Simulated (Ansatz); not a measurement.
H6MgSi2

Input file:

```
crystal:
  periodic: [false, false, false]
  atoms:
    - {symbol: Mg, position_ang: [-2.256166, -0.502995, -2.090478]}
    - {symbol: Si, position_ang: [0.622617, 1.121333, 0.153201]}
    - {symbol: Si, position_ang: [0.771605, -1.050362, 1.009610]}
    - {symbol: H, position_ang: [-0.734084, 1.687346, 0.383117]}
    - {symbol: H, position_ang: [0.899482, 1.132209, -1.308709]}
    - {symbol: H, position_ang: [1.623909, 1.987171, 0.836050]}
    - {symbol: H, position_ang: [2.140440, -1.587678, 0.782951]}
    - {symbol: H, position_ang: [-0.209635, -1.956221, 0.353979]}
    - {symbol: H, position_ang: [0.500629, -1.034088, 2.472548]}
basis:
  gaussian: {orbitals: def2-TZVPP}
hamiltonian: {xc: pbe0, dispersion: d4}
output: {orbitals: {seedname: orbitals}}
```

Command:

```sh
ansatz run in.yaml --threads 2 --pin off --events-out ev --progress --plain --max-ram 4352MiB
```

Geometry: PBE0-D4/def2-TZVP; at this geometry the atoms fall into two loosely joined parts.

Computed with RKS PBE0-D4/def2-TZVPP in Ansatz 0.2.0.

Question: What can the converged electron density and electron localisation function tell about the bonding?

Answer: Mg1···H8 (3.50 Å): the density falls to about 0.03 e/Å³ on the way; the ELF dips to about 0.05 between them (a non-bonded, intermolecular contact).
Si–Si (2.34 Å): ρ at the midpoint is about 0.63 e/Å³; the ELF peaks at about 1 between the atoms (a covalent bond).
Si–H (1.49 Å): ρ at the midpoint is about 0.8 e/Å³; the ELF climbs to about 1 towards the hydrogen, as it does in any bond to H.

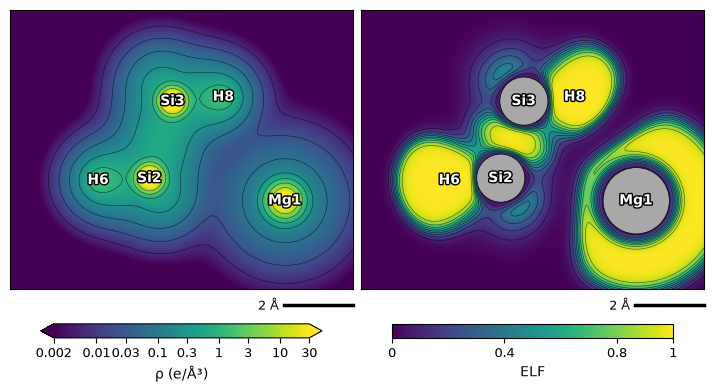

Computed electron density and electron localisation function on the plane of atoms Si2, Si3 and H8, in this order. Grey discs cover the atomic cores in the ELF map. 
